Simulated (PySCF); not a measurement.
**C2H5SeSi, charge −1, SMILES `[Se-][SiH]1CC1`: what the electrons do**

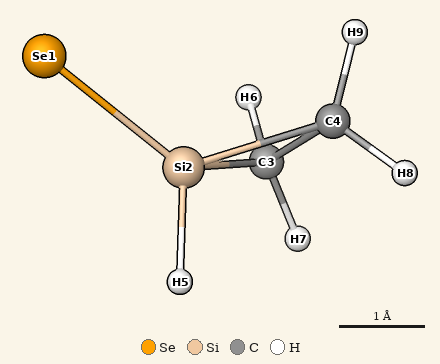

The molecule, with its atoms numbered as below. No frequency check shows the geometry to be a minimum.

Coordinates in Å:

```
Se1     -1.3668    0.1130   -0.0067
Si2      0.6962   -0.5726    0.0336
C3       2.1561    0.2844   -0.7840
C4       2.1542    0.3831    0.7451
H5       0.8945   -2.0162    0.1231
H6       2.0185    1.2223   -1.3064
H7       2.9689   -0.2887   -1.2153
H8       2.9659   -0.1298    1.2485
H9       2.0155    1.3803    1.1423
```

Part 1: Bonding charge

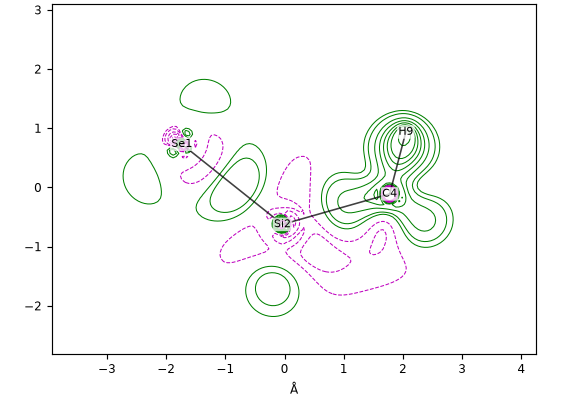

Deformation density (molecule less spherical, spin-averaged free atoms) in the plane of Se1, Si2, C4 and H9; contours at ±0.05 to ±0.8 e/Å³; solid green lines: gain, dashed magenta lines: loss.

Computed with PySCF, CAM-B3LYP/def2-SVPD, geometry: GFN2-xTB.

Question: Describe the bonding that the map shows.

Answer: C4–H9: +0.66 e/Å³ at the bond critical point (bond length 1.08 Å). Se1–Si2: +0.14 e/Å³ at the bond critical point (bond length 2.17 Å). Si2–C4: +0.07 e/Å³ at the bond critical point (bond length 1.88 Å); up to 0.6 Å beside the axis the gain reaches +0.32 e/Å³. In all, 2.6 electrons gather in the regions of gain relative to the promolecule of neutral atoms (this includes the anion's extra charge). A small or negative value marks a very polar bond, one between electron-rich atoms, whose free-atom densities already overlap strongly, a long bond to a heavier atom, or a closed-shell contact such as a hydrogen bond.

Part 2: Local ionisation energy

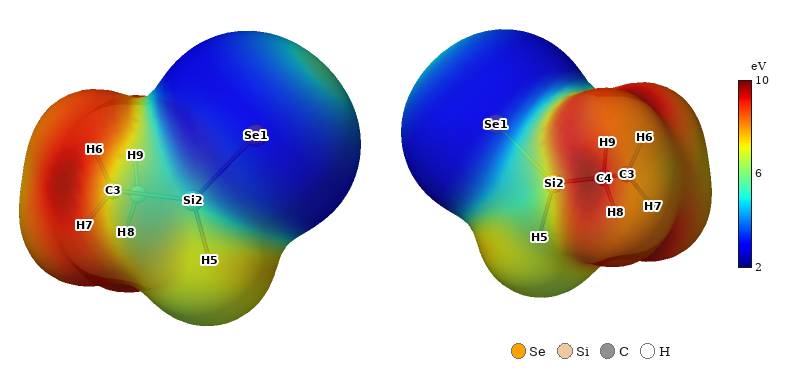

Average local ionisation energy on the surface of electron density 0.001 a.u. (back view left, front view right).

Question: Where are the most loosely bound electrons on this surface?

Answer: The lowest value is 2.8 eV, 2.5 Å from Se1, and at like points elsewhere. Further minima include 2.9 eV, 2.5 Å from Se1; 6.5 eV, 1.6 Å from H5; 7.3 eV, near H9 (1.83 Å) and H8 (1.92 Å), over C4 (2.1 Å), and at like points elsewhere. For comparison, the highest occupied orbital lies at −2.0 eV.

Part 3: In an electric field

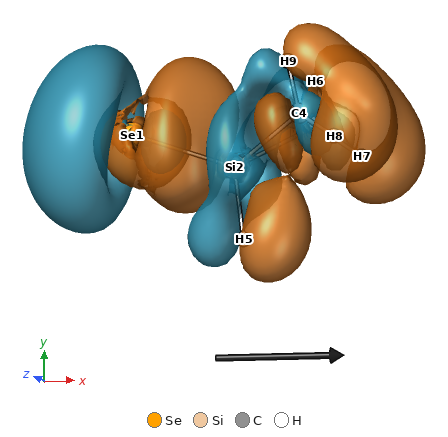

Change of the electron density in a uniform field of 0.10 V/Å along +x (arrow), surfaces at ±0.0005 e/Å³ (light blue: gain, orange: loss).

PySCF calculation, B3LYP/def2-SVPD, gas phase; geometry: GFN2-xTB. For an anion such functionals hold the outermost electrons too loosely, so the response is rough.

Question: How large is the response?

Answer: The induced dipole is 0.67 D (along the field); α along this axis, from the fields in both directions, is 131 bohr³ (19.5 Å³).

Question: Which atoms gain and lose the most charge?

Answer: Electrons gather most on Se1 (Hirshfeld charge changes by −0.023 e) and leave H7 and H8 alike most (+0.005 e); 0.044 electrons are displaced in all.

Part 4: Magnetic shielding

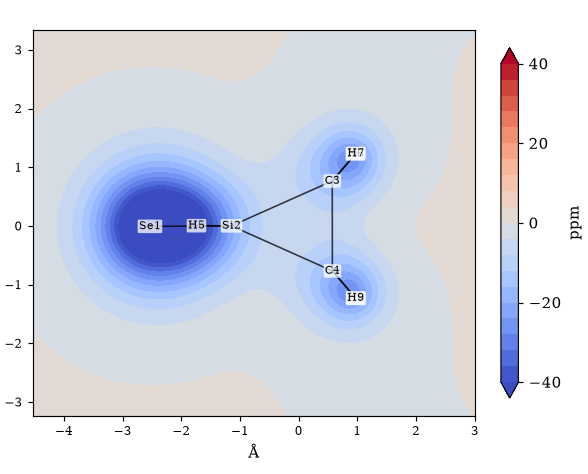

Isotropic NICS 1.0 Å above the plane of the 3-membered ring Si2/C3/C4; GIAO shieldings; atoms are projected onto the map; negative values mean shielding.

Computed with PySCF, BP86/cc-pVDZ, geometry: GFN2-xTB. The highest occupied Kohn–Sham orbital has positive energy, a self-interaction fault of such functionals for anions. The basis has no diffuse functions, which an anion needs.

Question: Is the ring aromatic by this magnetic criterion?

Answer: It is shielded above its centre; its σ bonds alone give such values, so they don't measure π aromaticity: NICS(0) = −22.1, NICS(1) = −5.5 and −7.0, NICS(1)zz = −10.0 and −14.6 (two faces) ppm.

Question: What absolute proton shieldings does the same calculation give?

Answer: From 27.3 ppm (H5) to 32.2 ppm (H6 and H9).

The PySCF runs shown took 42 s, 79 s and 48 s on 1 thread of Intel(R) Xeon(R) Processor @ 2.50GHz (Skylake/Cascade Lake) (shared host).
